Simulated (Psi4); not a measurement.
# B2H5Cl (diborane mono Cl): M06-2X/aug-cc-pVDZ

Aim: the energy change on altering one bond length of B2H5Cl (diborane mono Cl) at M06-2X/aug-cc-pVDZ, from 2 runs. 

Program for the calculation: Psi4 1.11.

## (1) The molecule

The species is B2H5Cl (8 atoms), meant as a singlet with charge 0. The shape is that of a GFN2-xTB optimisation.

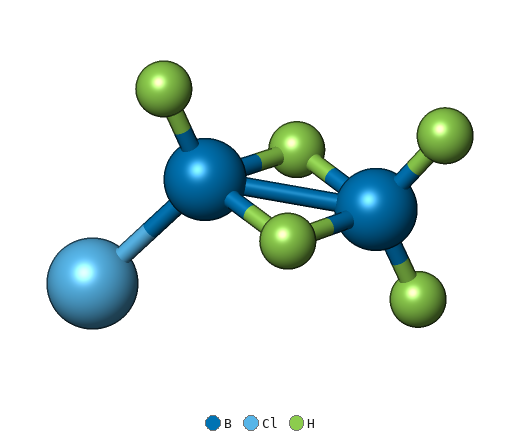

The structure, seen from a chosen angle (boron blue, chlorine blue, hydrogen green).

## (2) Energy and gradient at M06-2X/aug-cc-pVDZ

File job.dat:

```
memory 1600 MB

molecule molecule1 {
  0 1
  B     -0.625560    -0.102170     0.600360
  Cl    -0.201000    -0.815930     2.154150
  H     -1.752110     0.200790     0.467260
  H      0.199030     0.900780     0.273280
  B      0.600570     0.159720    -0.729860
  H      0.241910     0.639370    -1.736430
  H      1.724590    -0.139470    -0.606410
  H     -0.187430    -0.843090    -0.422350
  symmetry c1
  no_reorient
  no_com
}

set {
  basis aug-cc-pVDZ
  puream true
  e_convergence 1e-09
  d_convergence 1e-08
  scf_type pk
  dft_radial_points 99
  dft_spherical_points 590
}

e = gradient('m06-2x')
print_variables()
```

Started as:

```
$ psi4 -i job.dat -o job.out -n 1
```

job.out:

```text
[...]
  Running in c1 symmetry.
[...]
  Nuclear repulsion =   82.592352337084534
[...]
  Multiplicity = 1
[...]
  Nalpha       = 16
  Nbeta        = 16
[...]
    Number of basis functions: 118
[...]
   @RKS iter   1:  -512.75542522481783   -3.03067e-01   3.44644e-03 ADIIS/DIIS
[...]
   @RKS iter  11:  -512.87565516873258   -4.43379e-12   3.60286e-09 DIIS
[...]
    Orbital Energies [Eh]
    ---------------------
    Doubly Occupied:
       1A   -102.661596     2A     -9.808247     3A     -7.528260
       4A     -7.524072     5A     -7.523225     6A     -7.131748
       7A     -7.074020     8A     -0.938882     9A     -0.750465
      10A     -0.556770    11A     -0.505469    12A     -0.482406
      13A     -0.472686    14A     -0.417171    15A     -0.387965
      16A     -0.373406
[...]
  @RKS Final Energy:  -512.87565516873258
   => Energetics <=
    Nuclear Repulsion Energy =             82.5923523370845345
    One-Electron Energy =                -867.9484824111675607
    Two-Electron Energy =                 290.6519756213980941
    DFT Exchange-Correlation Energy =     -18.1715007160476247
    Empirical Dispersion Energy =           0.0000000000000000
    VV10 Nonlocal Energy =                  0.0000000000000000
    Total Energy =                       -512.8756551687325782
[...]
 Multipole Moments:
 ------------------------------------------------------------------------------------
     Multipole            Electronic (a.u.)      Nuclear  (a.u.)        Total (a.u.)
 ------------------------------------------------------------------------------------
 L = 1.  Multiply by 2.5417464519 to convert [e a0] to [Debye]
 Dipole X            :          6.1825450           -6.2662562           -0.0837113
 Dipole Y            :         24.4132433          -24.2351328            0.1781105
 Dipole Z            :        -64.5527202           64.1531784           -0.3995418
 Magnitude           :                                                    0.4453814
[...]
  -Total Gradient:
     Atom            X                  Y                   Z
    ------   -----------------  -----------------  -----------------
       1       -0.012546667999    -0.002968402552     0.013756386525
       2       -0.006075817032     0.004514912440    -0.007944209944
       3        0.006103789033    -0.003892940234     0.006334470872
       4       -0.000722580143    -0.005912145359    -0.002084852398
       5        0.012521106121     0.002666143137    -0.012863005873
       6        0.008787036732    -0.004843565879     0.007187059693
       7       -0.009585678430     0.004932882891    -0.007089925149
       8        0.001528574694     0.005481162334     0.002752575568
[...]
```

It took 54 s on 1 thread of AMD EPYC 9R45 (Zen 5), shared host; peak memory 0.81 GiB.

## (3) The distorted shape: a single-point energy at M06-2X/aug-cc-pVDZ

File b2clh5.py:

```python
import psi4

psi4.set_memory(1600000000)
psi4.set_num_threads(1)
psi4.core.set_output_file('run.log', False)

geom = psi4.geometry("""
0 1
B     -0.11773183    -0.47932147     1.26027347
Cl     0.68457030    -1.82813239     4.19651103
H     -3.31100804     0.37943811     0.88299343
H      1.44051744     1.41597934     0.64218185
B      2.19931807     0.01557890    -1.25347802
H      1.52154889     0.92198604    -3.15561964
H      4.32340802    -0.54980826    -1.02019133
H      0.71021388    -1.87945735    -0.67236833
units au
symmetry c1
""")

psi4.set_options(dict(puream=True, e_convergence=1e-09, d_convergence=1e-08, scf_type='pk', dft_radial_points=99, dft_spherical_points=590))

E, wfn = psi4.energy('m06-2x/aug-cc-pVDZ', return_wfn=True)
psi4.oeprop(wfn, 'QUADRUPOLE', 'MULLIKEN_CHARGES', 'DIPOLE')
print(f'm06-2x/aug-cc-pVDZ energy: {E:.10f} Eh')
for k, v in sorted(psi4.core.scalar_variables().items()):
    print(f'{k:45s} {v:18.10f}')
```

Started as:

```
$ python b2clh5.py
```

run.log, cut to the lines that bear on the results:

```text
[...]
  Running in c1 symmetry.
[...]
  Nuclear repulsion =   80.974730283582346
[...]
  Multiplicity = 1
[...]
  Nalpha       = 16
  Nbeta        = 16
[...]
    Number of basis functions: 118
[...]
   @RKS iter   1:  -512.67908263356082   -3.45351e-01   3.50538e-03 ADIIS/DIIS
[...]
   @RKS iter  11:  -512.80862414498881   -4.77485e-12   3.64620e-09 DIIS
[...]
  @RKS Final Energy:  -512.80862414498881
   => Energetics <=
    Nuclear Repulsion Energy =             80.9747302835823461
    One-Electron Energy =                -864.4706071590311467
    Two-Electron Energy =                 288.8000326668728235
    DFT Exchange-Correlation Energy =     -18.1127799364127746
    Empirical Dispersion Energy =           0.0000000000000000
    VV10 Nonlocal Energy =                  0.0000000000000000
    Total Energy =                       -512.8086241449888121
[...]
 Multipole Moments:
 ------------------------------------------------------------------------------------
     Multipole            Electronic (a.u.)      Nuclear  (a.u.)        Total (a.u.)
 ------------------------------------------------------------------------------------
 L = 1.  Multiply by 2.5417464519 to convert [e a0] to [Debye]
 Dipole X            :          0.1129640            0.1214366            0.2344006
 Dipole Y            :         -2.2771250            2.3561115            0.0789865
 Dipole Z            :          5.6396437           -5.9671681           -0.3275244
 Magnitude           :                                                    0.4104323
 L = 2.  Multiply by 1.3450342976 to convert [e a0^2] to [Debye ang]
 Quadrupole XX       :        -67.2894473           44.4424063          -22.8470410
 Quadrupole XY       :         -4.7015315            5.3181036            0.6165721
[...]
  Mulliken Charges: (a.u.)
   Center  Symbol    Alpha    Beta     Spin     Total
       1     B     3.02711  3.02711  0.00000 -1.05422
       2    CL     8.56774  8.56774  0.00000 -0.13548
       3     H     0.41658  0.41658  0.00000  0.16685
       4     H     0.03847  0.03847  0.00000  0.92307
       5     B     3.78592  3.78592  0.00000 -2.57183
       6     H     0.07588  0.07588  0.00000  0.84824
       7     H     0.05017  0.05017  0.00000  0.89965
       8     H     0.03813  0.03813  0.00000  0.92373
   Total alpha = 16.00000, Total beta = 16.00000, Total charge =  0.00000
```

Standard output:

```text
m06-2x/aug-cc-pVDZ energy: -512.8086241450 Eh
CURRENT ENERGY                                   -512.8086241450
CURRENT REFERENCE ENERGY                         -512.8086241450
DD SOLVATION ENERGY                                 0.0000000000
DFT FUNCTIONAL TOTAL ENERGY                      -512.8086241450
DFT TOTAL ENERGY                                 -512.8086241450
DFT VV10 ENERGY                                     0.0000000000
DFT XC ENERGY                                     -18.1127799364
GRID ELECTRONS ALPHA                               16.0000002594
GRID ELECTRONS BETA                                16.0000002594
GRID ELECTRONS TOTAL                               32.0000005189
NUCLEAR REPULSION ENERGY                           80.9747302836
ONE-ELECTRON ENERGY                              -864.4706071590
PCM POLARIZATION ENERGY                             0.0000000000
PE ENERGY                                           0.0000000000
SCF ITERATION ENERGY                             -512.8086241450
SCF ITERATIONS                                     11.0000000000
SCF TOTAL ENERGY                                 -512.8086241450
TWO-ELECTRON ENERGY                               288.8000326669
XC GRID RADIAL POINTS                              99.0000000000
XC GRID SPHERICAL POINTS                          590.0000000000
XC GRID TOTAL POINTS                           446177.0000000000
```

Wall time 44 s (1 thread of AMD EPYC 9R45 (Zen 5), shared host); peak memory 0.81 GiB.

## (4) Results

At M06-2X/aug-cc-pVDZ:

| quantity | value |
| --- | --- |
| first shape: total energy | -512.87566 Eh |
| first shape: dipole moment | 1.13 D |
| first shape: HOMO energy | -10.16 eV |
| first shape: LUMO energy | -0.40 eV |
| first shape: HOMO–LUMO gap | 9.76 eV |
| first shape: largest force on an atom | 0.970 eV/Å |
| distorted shape: total energy | -512.80862 Eh |
| distorted shape: dipole moment | 1.04 D |
| distorted shape: HOMO energy | -9.37 eV |
| distorted shape: LUMO energy | -0.57 eV |
| distorted shape: HOMO–LUMO gap | 8.80 eV |
| energy change with the B1–H3 bond stretched from 1.174 to 1.761 Å | 1.824 eV |

In words: With the B1–H3 bond stretched from 1.174 to 1.761 Å the energy rises by 1.82 eV (176 kJ/mol). The first shape isn't relaxed at this level, so the change isn't measured from a minimum. The largest force (first shape) is 0.97 eV/Å: the shape isn't a stationary point for this species at this level. Mulliken charges (distorted shape) run from -2.57 on B5 to +0.92 on H8; in a basis this large or diffuse they mean little.
